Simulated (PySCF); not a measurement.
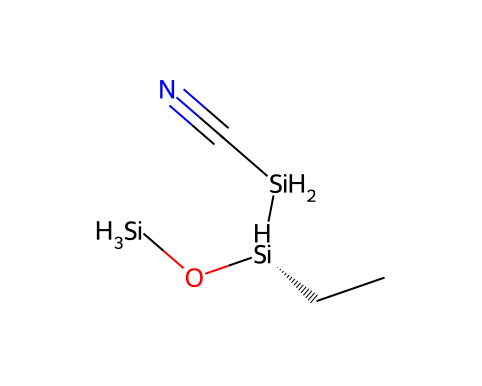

Structural formula above. Computed geometry: PBE0-D3(BJ)/def2-SVP optimisation. No frequency run is at hand to confirm it as a minimum.

What does the molecule look like in three dimensions?

Formula C3H11NOSi3. As SMILES it reads `CC[Si@H](O[SiH3])[SiH2]C#N`. It has no ring. Among its groups: nitrile, Si–H bond, Si–O bond. The point group is C1. Coordination: 2 C tetrahedral; 3 Si tetrahedral; 1 O bent; 1 C linear.

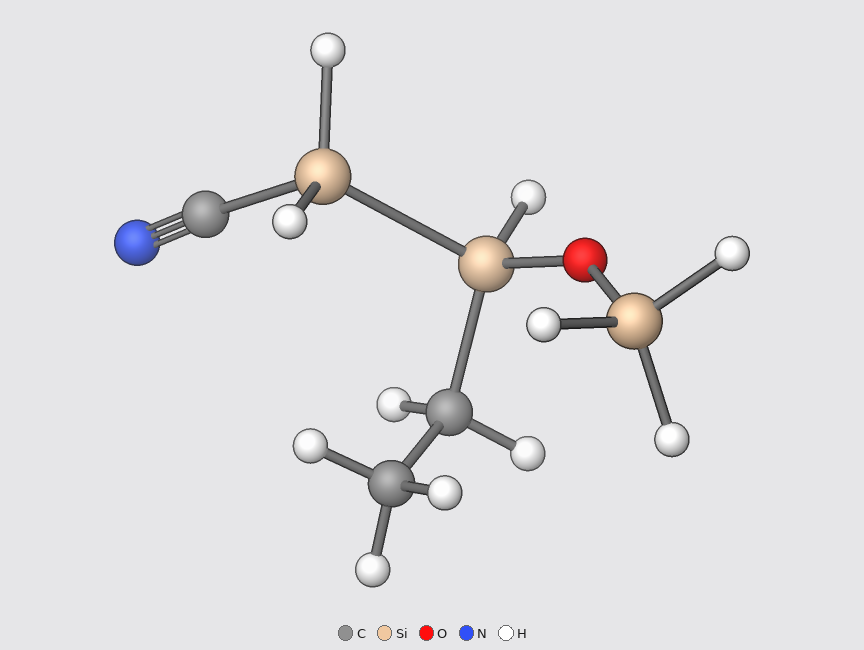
